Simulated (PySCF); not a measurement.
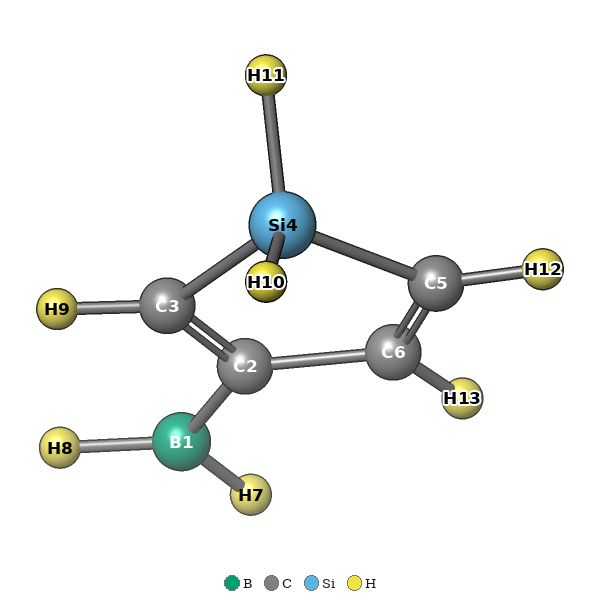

Atoms fade into the background with distance from the viewer. The geometry was computed by an optimisation with PBE0-D3(BJ)/def2-SVP. No frequency run is at hand to confirm it as a minimum.

Q: How is the 5-membered ring C2–C3–Si4–C5–C6 puckered?

A: It is planar. The Cremer–Pople amplitude Q is 0.00 Å.

Q: Give the torsion angles round the ring, beginning with the bond from its second to its third atom.

A: 0°, 0°, 0°, 0°, 0°.
